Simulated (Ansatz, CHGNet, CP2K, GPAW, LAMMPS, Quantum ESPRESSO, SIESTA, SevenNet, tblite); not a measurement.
# Running glassy 40SiO2-28Al2O3-16Li2O-16SrO (mol %) (85 atoms) with GPAW, part 2 of 2

Wanted: GPAW inputs and outputs for glassy 40SiO2-28Al2O3-16Li2O-16SrO (mol %) (85 atoms), checked against a plane-wave reference.

Program: GPAW 26.7.0; the method stands at each step. Banners, paths, timers and routine set-up lines are dropped from the logs unmarked, and long logs keep their key lines alone; longer cuts are marked.

So far. Step 2 (PBE, LCAO dzp, h 0.18 Å): Forces lie 36 % from the reference's, at 0.38 times its CPU time (on 1 against 4 cores). Step 3 (PBE, LCAO sz(dzp), h 0.18 Å): Against the first run (36 %), the force difference from the reference is 132 %, at 0.31 times the CPU time, with 352 basis functions against 1105: the smaller basis costs accuracy.

### 4. PBE, LCAO szp(dzp), h 0.18 Å

Method: Kohn-Sham DFT, PBE, PAW, atomic orbitals (szp(dzp)).

run.py reads:

```python
import numpy as np
from ase.io import read
from gpaw import GPAW, FermiDirac

atoms = read("structure.xyz")
atoms.calc = GPAW(
    mode="lcao",
    basis="szp(dzp)",
    h=0.18,
    xc="PBE",
    kpts={"size": (1, 1, 1), "gamma": True},
    occupations=FermiDirac(0.05),
    maxiter=200,
    symmetry={"point_group": False},
    txt="gpaw.txt",
)
energy = atoms.get_potential_energy(force_consistent=True)
forces = atoms.get_forces()
print(f"energy {energy:.6f} eV")
print("forces (eV/A)")
for i, (a, f) in enumerate(zip(atoms, forces)):
    print(f"{i:4d} {a.symbol:2s} {f[0]:10.5f} {f[1]:10.5f} {f[2]:10.5f}")
print(f"Fermi level {atoms.calc.get_fermi_level():.4f} eV")
for k in range(len(atoms.calc.get_ibz_k_points())):
    for s in range(atoms.calc.get_number_of_spins()):
        e = atoms.calc.get_eigenvalues(kpt=k, spin=s)
        n = np.searchsorted(e, atoms.calc.get_fermi_level())
        print(f"k {k} spin {s} levels about the Fermi level:", np.round(e[max(n - 6, 0):n], 4).tolist(), "|", np.round(e[n:n + 6], 4).tolist())
```

structure.xyz reads:

```xyz
85
Lattice="10.15170 0.00000 0.00000 0.00000 10.15170 0.00000 0.00000 0.00000 10.15170" Properties=species:S:1:pos:R:3 pbc="T T T"
[... 85 atom lines left out: the same atoms as in the first run ...]
```

Command:

```bash
> OMP_NUM_THREADS=1 python run.py > output.txt
```

Output:

```text
energy -554.864071 eV
forces (eV/A)
   0 Si    0.24682    1.23062    0.99451
   1 Si    0.68234   -0.07428   -0.67344
   2 Si   -0.21254   -0.65306    0.29489
   3 Si   -0.19674    1.11428   -0.30713
   4 Si   -0.02366    0.46991   -0.39677
   5 Si   -1.11262   -0.08905    1.60857
   6 Si   -0.64372   -0.30654   -0.53776
   7 Si   -0.26347   -0.42844    1.38005
   8 Si    0.13333   -0.52231    0.68285
   9 Si    1.29694    0.37548   -0.11637
  10 Al    0.46271    0.27306   -0.07545
  11 Al   -0.44639   -0.59381   -0.48400
  12 Al    0.32398    0.40083    0.38928
  13 Al    0.20592    0.38829   -0.30529
  14 Al   -0.05365    0.29491   -0.14044
  15 Al   -0.22350    0.78326   -0.09903
  16 Al    0.39769   -0.97859   -1.09980
  17 Al    0.76990   -0.00819   -0.38398
  18 Al   -0.49005    1.55524    0.05111
  19 Al    0.02818   -0.27514    0.96024
  20 Al   -0.75940   -0.18613   -0.08704
  21 Al    0.45633   -0.00570   -0.25793
  22 Al    0.51680    0.63867   -0.61178
  23 Al    0.66424   -0.39614    0.27871
[...]
77 O    -0.95890   -0.57107    0.97994
  78 O    -1.18355   -1.86480   -0.13727
  79 O    -1.29950   -0.09817    0.13890
  80 O     0.37442   -1.61007   -0.09800
  81 O    -0.84197   -0.89702   -1.43554
  82 O    -0.50460   -0.27815   -0.15185
  83 O     1.40446   -1.40373   -0.77524
  84 O     0.72733   -2.91132   -2.22497
Fermi level 5.2204 eV
k 0 spin 0 levels about the Fermi level: [3.0984, 3.1238, 3.1461, 3.2229, 3.4458, 3.5209] | [7.083, 8.1632, 8.5501, 8.5858, 8.7045, 8.7747]
```

gpaw.txt:

```text
Input parameters:
  mode=LCAO(),
  basis={'default': 'szp(dzp)'},
  h=0.18,
  kpts=MonkhorstPack(size=(1, 1, 1), gamma=True),
  maxiter=200,
  occupations=Occupations(name='fermi-dirac', width=0.05, fixmagmom=False),
  symmetry=Symmetry(point_group=False),
  xc=XC(name='PBE')
Unit cell  # Å
| periodic |         x |         y |         z |   lengths |    angles |
[... lines left out ...]
  Fermi-Dirac:
[... lines left out ...]
convergence criteria:
- Maximum [total energy] change in last 3 cyles: 0.0005 eV / valence electron
[... lines left out ...]
Converged in 9 steps
[... lines left out ...]
  Free energy:    -554.864071
  Extrapolated:   -554.864071
dipole moment: (90.537496, 82.920179, 14.583743)  # |e|*Ang
Fermi level: 5.220
Eigenvalues  # (at kpt = [0.000, 0.000, 0.000])
| band index |      eig [eV] | occ [0-2] |
|------------|---------------|-----------|
|          0 |       -31.131 |     2.000 |
|        ... |               |           |
|        204 |         2.954 |     2.000 |
|        205 |         3.027 |     2.000 |
[...]
|        219 |         9.044 |     0.000 |
|        ... |               |           |
|        258 |        12.055 |     0.000 |
Gap: 3.562 eV
Transition (v -> c):
  (s=0, k=0, n=211, [0.00, 0.00, 0.00]) -> (s=0, k=0, n=212, [0.00, 0.00, 0.00])
No difference between direct/indirect transitions
Force computation time: 32.237  # s
timing:  # [seconds]
  Total:  159.649  # ━━━━━━━━━━━━━━━━━━━━━━━━━━━━━━━━━━━━━━━━━━━━━━━━━━━━━━━━
  Init:     8.174  # ━━━
  SCF:    119.212  # ━━━━━━━━━━━━━━━━━━━━━━━━━━━━━━━━━━━━━━━━━━
  Forces:  32.237  # ━━━━━━━━━━━╸
```

It took 2.7 min on 1 thread of Arm Neoverse V2, shared host; peak memory 1.6 GiB.

Against the reference:

| Property | Result |
| --- | --- |
| r.m.s. force component | 1.023 eV/Å |
| r.m.s. difference of force components | 306 meV/Å |
| longest difference of force vectors | 1074 meV/Å |
| force difference over r.m.s. force | 40.36 % |
| slope of forces against the reference's | 1.329 |
| correlation of force components | 0.9849 |
| gap (highest filled to lowest empty level) | 3.562 eV |
| gap difference | -0.1087 eV |

This is a coarse setting, run to see what it loses.

Against the first run (36 %), the force difference from the reference is 40 %, at 0.74 times the CPU time, with 753 basis functions against 1105: the smaller basis costs accuracy.

### 5. The ladder

Differences are against the plane-wave reference, forces as r.m.s. over components; share is that over the reference's r.m.s. force, slope the least-squares factor from reference forces to these. Total energies of different programs have different zeros and aren't compared.

| run | Δ force, r.m.s. (meV/Å) | share (%) | slope | Δ gap (eV) | cores | CPU time | memory (GiB) |
| --- | --- | --- | --- | --- | --- | --- | --- |
| reference | - | - | - | - | 4 | 9.5 min | 3.1 |
| GPAW PBE, LCAO dzp, h 0.18 Å | 270 | 35.5 | 1.304 | -0.103 | 1 | 3.6 min | 1.7 |
| GPAW PBE, LCAO sz(dzp), h 0.18 Å (coarse) | 1003 | 132 | 1.984 | -0.766 | 1 | 67 s | 1.3 |
| GPAW PBE, LCAO szp(dzp), h 0.18 Å (coarse) | 306 | 40.4 | 1.329 | -0.109 | 1 | 2.7 min | 1.6 |

Rows marked coarse were listed beforehand as settings not expected to be converged; some can still land near the reference.

CPU time is summed over cores on a shared host, where runs went side by side, so it is rough. Symmetry, cutoffs, thresholds, outputs and thread counts weren't matched or tuned between programs; memory under MPI is the largest rank's times the ranks.

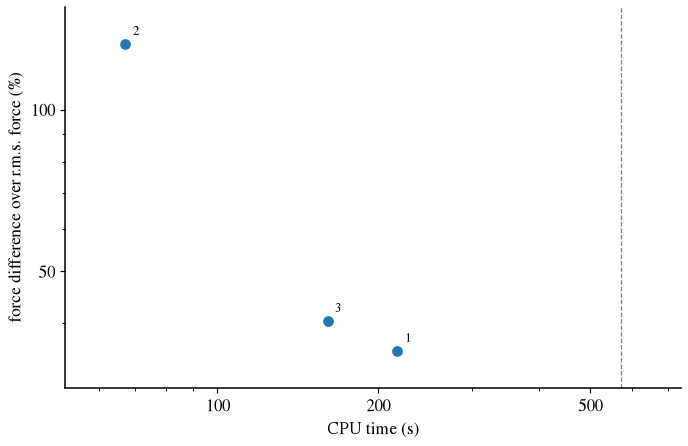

Force difference against CPU time; the dashed line marks the reference's time. Points: 1 GPAW PBE, LCAO dzp, h 0.18 Å; 2 GPAW PBE, LCAO sz(dzp), h 0.18 Å; 3 GPAW PBE, LCAO szp(dzp), h 0.18 Å.

### 6. Outcome

* nearest in forces: GPAW PBE, LCAO dzp, h 0.18 Å, 36 %
* its CPU time: 3.6 min

What this shows: The PBE run in local orbitals, coarse settings apart, differs by 36 % (GPAW PBE, LCAO dzp, h 0.18 Å); basis, grid and potentials can all enter. Runs with settings chosen to be coarse differ by 40 % (GPAW PBE, LCAO szp(dzp), h 0.18 Å) to 132 % (GPAW PBE, LCAO sz(dzp), h 0.18 Å), their programs' other errors included. Of the electronic-structure runs that take under half the reference's CPU time, GPAW PBE, LCAO dzp, h 0.18 Å comes nearest, at 36 % in 3.6 min against 9.5 min. GPAW PBE, LCAO szp(dzp), h 0.18 Å stiffens the forces by a factor of 1.33 while following their directions (correlation 0.985); the slopes of the 3 GPAW runs lie between 1.30 and 1.98. At the same functional, gaps differ from the reference's 3.67 eV by between -0.77 and -0.10 eV. The potentials hold different valence shells: 440 electrons in the reference, 424 in GPAW; this bears on time and differences. The quench rate of 6 K/ps is many orders above laboratory rates, so the cell is likely richer in defects and strain than a real sample. The network of bonds at the start is that of the classical potential that made the cell, and needn't be the one that DFT or experiment would give. The reference's pressure of 4.6 GPa belongs to a cell and atoms that aren't relaxed at this level. The electronic-structure runs sample only Γ, in a cell whose shortest periodic width is 10 Å.

[Also dropped from logs without a mark: logging warnings of Python, and SIESTA's first energy breakdown and zero terms.]

[Logs are printed without paths, hosts, clocks, repeated set-up lines and the standing remarks that a program may print on its own settings, such as how far it seeks lower states.]

[Hosts, paths, dates, database ids (printed as entryN), source tags and the programs' standing remarks are cut or masked in the printed files.]
